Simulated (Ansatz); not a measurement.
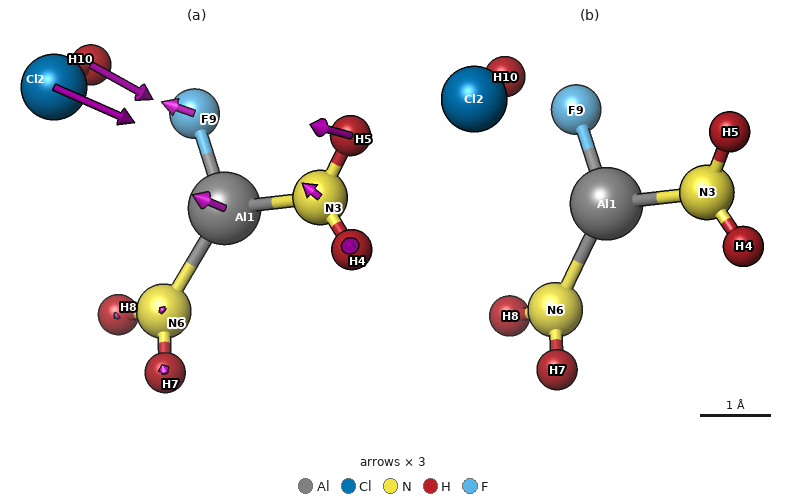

The structure of AlN$_{2}$H$_{5}$ClF before (left) and after (right) a relaxation, at one scale. The purple arrows give the displacements, magnified 3 times.

The picture is a ball-and-stick view, seen at a tilt.

The run prepares an end point of a later path (reaction) calculation, from a guessed geometry.

Computed with RKS PBE-D4/def2-SVP in Ansatz.

Input file:
```yaml
crystal:
  periodic: [false, false, false]
  atoms:
    - { symbol: Al, position_ang: [0.040652, 0.625132, -0.565959] }
    - { symbol: Cl, position_ang: [-0.040715, 0.202669, 2.833373] }
    - { symbol: "N", position_ang: [1.611213, -0.055844, -1.023571] }
    - { symbol: H, position_ang: [1.769521, -0.879809, -1.605363] }
    - { symbol: H, position_ang: [2.505189, 0.327567, -0.704872] }
    - { symbol: "N", position_ang: [-1.55451, -0.018981, -0.993091] }
    - { symbol: H, position_ang: [-1.782866, -0.946559, -1.3536] }
    - { symbol: H, position_ang: [-2.408337, 0.533091, -0.862181] }
    - { symbol: F, position_ang: [0.052181, 2.124713, 0.224764] }
    - { symbol: H, position_ang: [-0.036529, 1.38382, 2.2013] }
basis:
  gaussian: { orbitals: def2-SVP }
hamiltonian:
  xc: pbe
  dispersion: d4
relax:
  f_tol: 0.03
  max_steps: 50
output:
  orbitals: {}
```

Run as
```bash
ansatz run input.yaml --threads 2 --pin off --max-ram 3072MiB --backend cpu --events-out ev --progress --plain --runs-dir out
```

> Summarise the run.

Over 12 accepted moves (15 points after the start) the energy falls by 2.55 kcal/mol. The largest force component goes from 0.82 to 0.0054 eV/Å. The line search rejected the trial steps at points 6, 9, 11 of the run. The forces were under the threshold at step 8, but the run went on from there. Cl2 moves most after the best rigid fit: 0.44 Å. Largest moves by element: Cl 0.44 Å, H 0.37 Å, Al 0.20 Å, F 0.18 Å, N 0.12 Å. Some distances before and after: Al1–Cl2 3.426 → 2.824 Å, Al1–F9 1.695 → 1.733 Å. Bond angles that change, for instance: Al1–N6–H7 128.1° → 125.5°, Al1–N6–H8 121.5° → 123.6°. The run took 15 s on 2 threads of Intel(R) Xeon(R) 6975P-C (Granite Rapids) (shared host), peak memory 0.17 GiB.
